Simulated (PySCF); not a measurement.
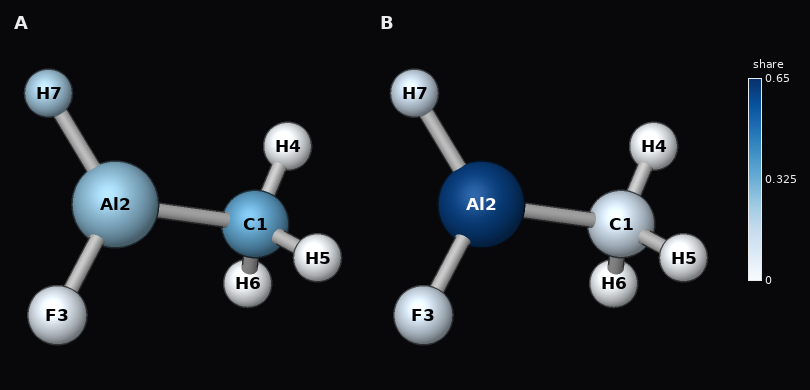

Each panel colours the atoms by their Löwdin share in one orbital (up to four of the largest shares; other atoms are shown as zero). Computed geometry: PBE0-D3(BJ)/def2-SVP optimisation. No frequency run is at hand to confirm it as a minimum. Method: CAM-B3LYP/def2-SVPD (PySCF 2.14.0).

### The panels show the HOMO, LUMO, in some order. Which is which?

A: HOMO, −9.79 eV; C1 0.34, Al2 0.26, H7 0.23, F3 0.05
B: LUMO, −0.03 eV; Al2 0.61, H7 0.13, C1 0.11, F3 0.10
